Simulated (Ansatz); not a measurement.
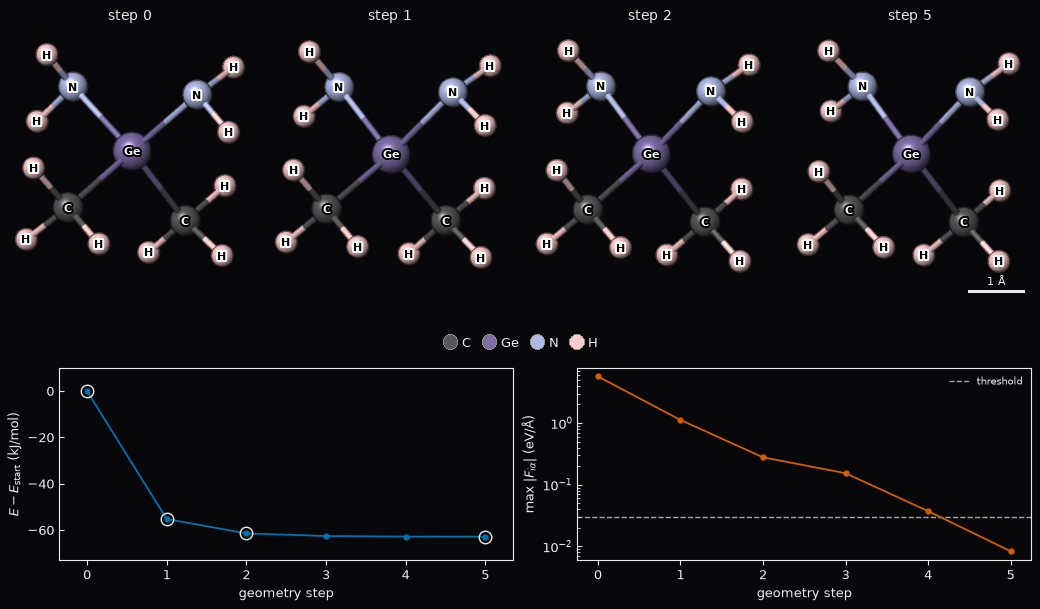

Frames of a relaxation of C$_{2}$H$_{10}$GeN$_{2}$ (coarse preliminary run), marked on the history of the run. A ball-and-stick model, seen at a tilt.

The start comes from a force field.

Computed with RKS PBE-D4/def2-SVP (Ansatz 0.2.0).

Input file:
```yaml
crystal:
  periodic: [false, false, false]
  atoms:
    - {symbol: C, position_ang: [-1.695800, -0.531300, 0.049000]}
    - {symbol: Ge, position_ang: [0.050000, 0.249800, 0.029400]}
    - {symbol: C, position_ang: [1.304400, -1.177000, -0.272900]}
    - {symbol: N, position_ang: [0.468700, 1.083800, 1.665300]}
    - {symbol: N, position_ang: [0.207300, 1.502000, -1.356000]}
    - {symbol: H, position_ang: [-1.946000, -0.959100, -0.939400]}
    - {symbol: H, position_ang: [-1.805600, -1.232100, 0.855600]}
    - {symbol: H, position_ang: [-2.439300, 0.346400, 0.195100]}
    - {symbol: H, position_ang: [1.249600, -1.909000, 0.597600]}
    - {symbol: H, position_ang: [1.134600, -1.664700, -1.210700]}
    - {symbol: H, position_ang: [2.353700, -0.757900, -0.241700]}
    - {symbol: H, position_ang: [0.366700, 0.332000, 2.412000]}
    - {symbol: H, position_ang: [1.336400, 1.428700, 1.623800]}
    - {symbol: H, position_ang: [-0.563700, 2.235700, -1.155800]}
    - {symbol: H, position_ang: [-0.043000, 1.002000, -2.222000]}
basis:
  gaussian: {orbitals: def2-SVP}
hamiltonian: {xc: pbe, dispersion: d4}
relax: {f_tol: 0.03, max_steps: 200}
```

Run as
```bash
ansatz run in.yaml --threads 4 --pin off --events-out ev --progress --plain --max-ram 11315MiB
```

### What happens along the run?

After 5 geometry steps the energy has fallen by 62.8 kJ/mol. Largest force component: 5.7 eV/Å at the start, 0.0084 eV/Å at the end. The atom that moves furthest after the best rigid fit is H12 (0.38 Å). By element the largest moves are H 0.38 Å, N 0.18 Å, C 0.14 Å, Ge 0.05 Å. Some distances before and after: N4–H13 0.935 → 1.027 Å, C1–Ge2 1.913 → 1.971 Å, N5–H14 1.083 → 1.027 Å, C1–H8 1.160 → 1.108 Å. Among the angles between lasting bonds that change: C3–Ge2–N4 108.7° → 116.6°, Ge2–N5–H14 104.8° → 112.6°, Ge2–N4–H12 106.0° → 113.5°. Cost: 13 s on 4 threads of Arm Neoverse V2, with other jobs on the host. From step 0 to 1: H12 moves most (0.19 Å), energy −55.2 kJ/mol. From step 1 to 2: H15 moves most (0.11 Å), energy −6.20 kJ/mol. From step 2 to 5: H15 moves most (0.12 Å), energy −1.42 kJ/mol.

| step | E − E(0), kJ/mol | largest force component, eV/Å |
| --- | --- | --- |
| 0 | 0.00 | 5.6803 |
| 1 | -55.22 | 1.1218 |
| 2 | -61.42 | 0.2782 |
| 3 | -62.56 | 0.1538 |
| 4 | -62.81 | 0.0373 |
| 5 | -62.84 | 0.0084 |
